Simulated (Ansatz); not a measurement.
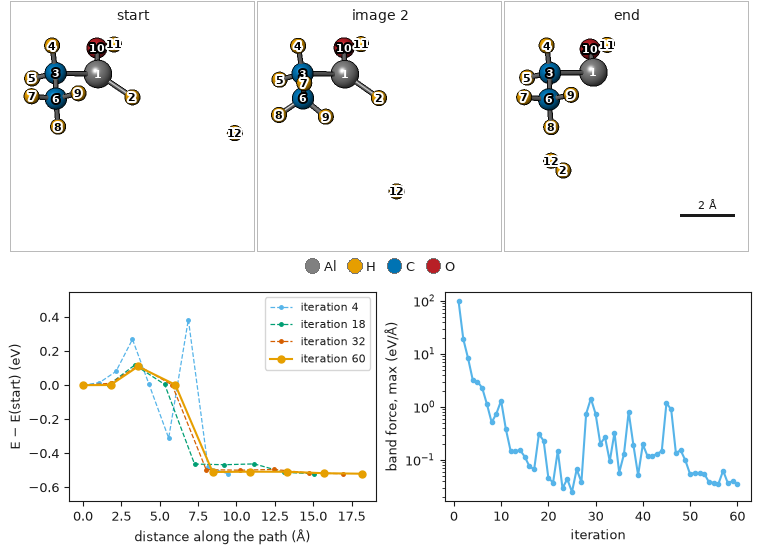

NEB run on C$_{2}$H$_{8}$AlO (multiplicity 2), made up at the start of C2H7AlO and H. Images are numbered from 0 (start) to 8 (end). The plot follows the band through its iterations. A ball-and-stick model, seen from a free direction.

The calculation used UHF/def2-SVP in Ansatz. Settings: 7 movable images; climbing image; force threshold 0.03 eV/Å; iteration limit 60; starting path through a guess of the saddle point.

How did the profile develop, and is the result final?

Answer. The result isn't final. The band hadn't converged when the run stopped after 60 iterations. The largest component of the band force went from 98 to 0.036 eV/Å. The barrier read from it is provisional, though the highest image hardly moved in the last two iterations. The first iteration put the highest image at 34.77 eV. The energy climbs by 0.11 eV to image 2 and then falls by 0.63 eV, so the end point sits at −0.52 eV.

Limits of the set-up: the start holds two separate molecules, 4.6 Å apart at their closest, whose relative position is a soft coordinate and is computed without a dispersion correction; Hartree-Fock leaves out electron correlation.
